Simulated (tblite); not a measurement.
## Run report: C5H12O2SSi, frequency calculation

The run: frequency calculation of C5H12O2SSi. Method and program: GFN2-xTB harmonic vibrations, gas phase (tblite 0.8.0).

It belongs to a series of runs on one base structure; here: H on C replaced by OiPr.

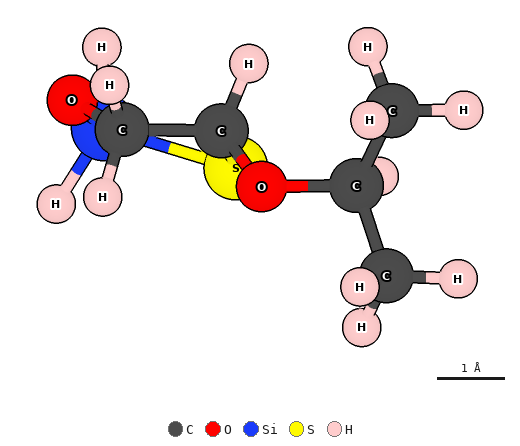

The input geometry (ball-and-stick view, seen at a tilt). Bond lengths as drawn: C–C 1.52 to 1.53 Å, C–H 1.09 to 1.10 Å, C–O 1.37 to 1.43 Å, C–S 1.87 Å, H–Si 1.45 Å, O–Si 1.63 Å and S–Si 2.14 Å.

Key numbers:

```json
{"quantity": "outcome", "value": "converged"}
{"quantity": "total energy", "value": "−816.9120 eV"}
{"quantity": "zero-point energy", "value": "103.2190 kcal/mol"}
{"quantity": "hardware", "value": "1 CPU thread, shared host"}
{"quantity": "wall time", "value": "1.9 s"}
{"quantity": "peak memory", "value": "0.18 GiB"}
```

The input:
```
{"job": {"kind": "ir", "xc": "GFN2-xTB", "basis": "xTB"}, "charge": 0, "multiplicity": 1}
C     -2.164162     1.280807    -0.303741
C     -1.562881    -0.075855     0.059187
C     -2.452315    -1.222565    -0.404257
O     -0.291089    -0.259922    -0.573809
C      0.789320     0.275745     0.078000
C      1.996812     0.189930    -0.856815
O      3.198347     0.280791    -0.162451
Si     3.297921    -0.410315     1.307881
S      1.202091    -0.646246     1.648660
H     -3.115607     1.408353     0.204547
H     -1.503633     2.091620    -0.005502
H     -2.322467     1.339016    -1.377914
H     -1.416206    -0.140106     1.146472
H     -2.541552    -1.201622    -1.487049
H     -3.438747    -1.132243     0.040897
H     -2.013393    -2.171173    -0.109187
H      0.620053     1.310709     0.405509
H      1.957230     1.008045    -1.581704
H      1.932076    -0.762477    -1.394879
H      3.916217    -1.724502     1.260557
H      3.903064     0.578953     2.177681
```

The first line tells a small driver script what to run in tblite; the rest is the geometry in Å.

Launched with:
```bash
OMP_NUM_THREADS=1 python <driver script> task.json out
```

The program's output:
```
mode    cm-1     km/mol
  1      37.0      0.09
  2      43.8      4.12
  3      77.3      3.38
  4     136.6      4.75
  5     168.6      0.06
  6     178.8      7.18
  7     203.7      0.08
  8     253.5      2.25
  9     342.4      3.36
 10     365.0      7.37
 11     388.5      5.16
 12     450.0      2.98
 13     474.9      4.95
 14     481.6     17.87
 15     524.6     64.27
 16     568.7     60.07
 17     585.3     34.62
 18     636.8     46.58
 19     683.0    244.54
 20     776.7    184.94
 21     808.4    200.66
 22     872.1      6.25
 23     938.5      2.24
 24     948.4      6.64
 25     969.8      1.28
 26     983.7     22.28
 27    1056.6      3.20
 28    1121.2    150.91
 29    1139.1     49.00
 30    1142.8    159.86
 31    1157.2     37.18
 32    1175.7     13.60
 33    1181.5     61.50
 34    1240.2     39.42
 35    1276.2     17.86
 36    1308.6     16.98
 37    1314.1     12.58
 38    1331.2      0.71
 39    1392.7     14.79
 40    1404.3     10.03
 41    1471.7      2.35
 42    1477.1      1.92
 43    1485.3      1.11
 44    1487.3      1.18
 45    1497.1      4.63
 46    2338.4    272.08
 47    2377.4    173.80
 48    2865.4     33.81
 49    2885.2     38.88
 50    2933.9     31.26
 51    2959.2     24.65
 52    3035.1     28.99
 53    3042.7      9.94
 54    3048.3     13.85
 55    3049.9     21.97
 56    3053.2     38.77
 57    3056.7     28.05
```

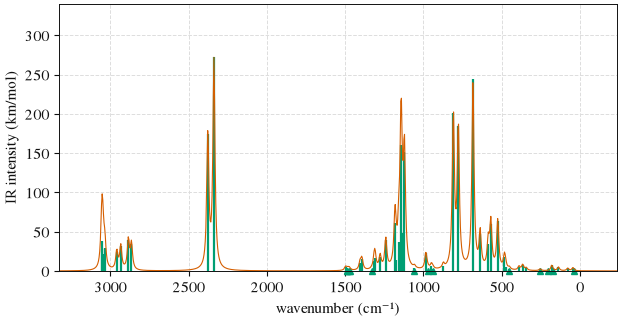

Harmonic infrared spectrum, unscaled: sticks (degenerate modes added up, dark ones marked on the axis) with a Lorentzian envelope of 16 cm⁻¹ full width, scaled to the tallest stick. 57 modes from 37 to 3057 cm⁻¹, none imaginary. The strongest line is at 2338 cm⁻¹ (272 km/mol).
